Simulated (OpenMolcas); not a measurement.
```
&GATEWAY
Basis set
Ti.ANO-RCC-VTZP.
Ti1 0.0 0.0 0.0 Angstrom
End of basis
Basis set
Br.ANO-RCC-VDZP.
L1 2.796000 0.000000 0.000000 Angstrom
L2 0.000000 2.796000 0.000000 Angstrom
L3 0.000000 0.000000 2.796000 Angstrom
End of basis
Basis set
Ca.EMB-AIMP.Sanchez-Sanz.10s7p.1s1p.ECP.CsCaBr3.
PseudoCharge
* 3 symmetry-unique lattice sites within 7.6 angstrom
End of basis
Basis set
Cs.EMB-AIMP.Sanchez-Sanz.0s.0s.ECP.CsCaBr3.
PseudoCharge
* 4 symmetry-unique lattice sites within 7.6 angstrom
End of basis
Basis set
Br.EMB-AIMP.Sanchez-Sanz.0s.0s.ECP.CsCaBr3.
PseudoCharge
* 12 symmetry-unique lattice sites within 7.6 angstrom
End of basis
Symmetry
XYZ
AngMom=0.0 0.0 0.0
AMFI
RICD
XField
1570 Angstrom 0
* Evjen-weighted lattice charges
&SEWARD
&RASSCF
FileOrb=start.orb
Symmetry=1
Spin=3
nActEl=2 0 0
Inactive=57 60
Ras2=5 0
CIRoot=10 10 1
SDav=10
CIMx=300
Iter=150 100
PrWF=0.3
OrbListing=Nothing
MaxOrb=0
LevShft=1.0
>>> COPY $Project.JobIph JOB001
&RASSCF
FileOrb=start.orb
Symmetry=1
Spin=1
nActEl=2 0 0
Inactive=57 60
Ras2=5 0
CIRoot=15 15 1
SDav=15
CIMx=300
Iter=150 100
PrWF=0.3
OrbListing=Nothing
MaxOrb=0
LevShft=1.0
>>> COPY $Project.JobIph JOB002
&RASSI
NrOfJobIphs=2 10 15
1 2 3 4 5 6 7 8 9 10
1 2 3 4 5 6 7 8 9 10 11 12 13 14 15
IphNames
JOB001
JOB002
EJob
SpinOrbit
DIPRint=1.0
SOCoupling=1000.0
Subsets=2
Property=9
'ANGMOM' 1 'ANGMOM' 2 'ANGMOM' 3 'MLTPL  1' 1 'MLTPL  1' 2 'MLTPL  1' 3
'AMFI' 1 'AMFI' 2 'AMFI' 3
SOProperty=3
'ANGMOM' 1 'ANGMOM' 2 'ANGMOM' 3
```

Command:
```bash
OMP_NUM_THREADS=1 MOLCAS_MEM=2457 MOLCAS_PROJECT=a pymolcas a.inp > a.log  # once for each step of the input, in one work folder
```

Computed with OpenMolcas: state-averaged CASSCF, active space 2 electrons in the shell 3d, basis ANO-RCC-VTZP on the metal and ANO-RCC-VDZP on the ligands, DKH2 scalar Hamiltonian, spin-orbit coupling by RASSI with atomic mean-field integrals. Powder susceptibility by Van Vleck's formula.

Ti²⁺ (3d²) as a dopant in CsCaBr₃, a cluster with its 6 nearest Br⁻ at 2.796 Å (octahedron) embedded in model potentials and point charges; the geometry was set, not optimised. The cluster and the levels that result:

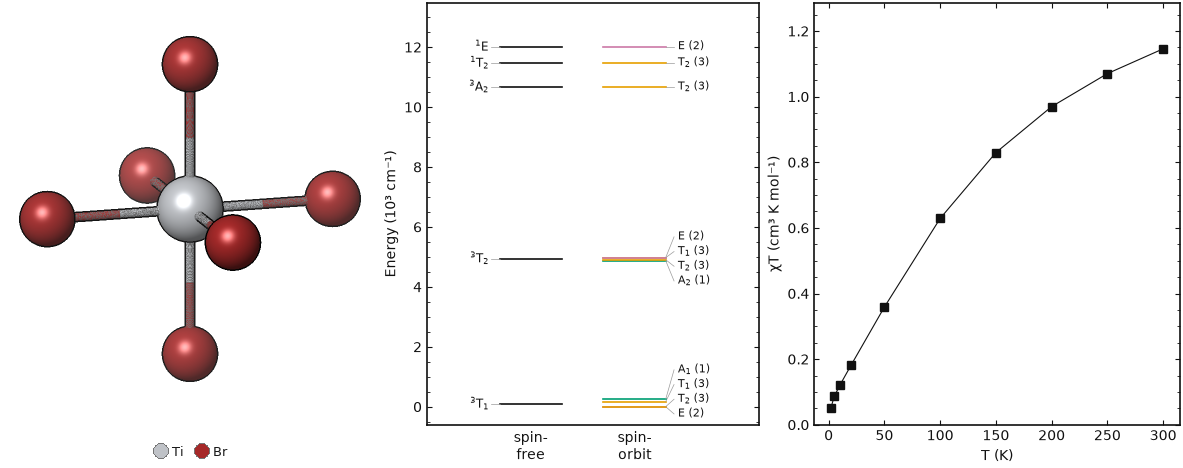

Labels give the representation in O, Td, D4 or D3 as the site allows (double group for half-integer spin) where it could be assigned and, in brackets, the degeneracy; spin-free states, where drawn, share the zero of the spin-orbit levels.

The ground level is E, doubly degenerate, 100 % from states of spin multiplicity 3. Its principal g values are all close to zero. The next level lies at 3.6 cm⁻¹ (T₂). The lowest spin-free state is ³T₁, from the free-ion F term; of the same spin there follow at 4,850 cm⁻¹ (³T₂) and 10,600 cm⁻¹ (³A₂) above it. A ligand-field fit to the spin-free states gives |10Dq| = 5,770 cm⁻¹, B = 831 and C = 3,000 cm⁻¹ (rms misfit 90 cm⁻¹). χT is 0.0514 cm³ K mol⁻¹ at 2 K and 1.15 at 300 K, an effective moment of 3.03 μB. The active orbitals hold 93 to 97 % metal character (Löwdin), and the Mulliken charge of the metal is +0.99.

Note: covalent bonds, ligand orbitals missing from the active space; the geometry is set by hand, with no relaxation and no charge compensation.
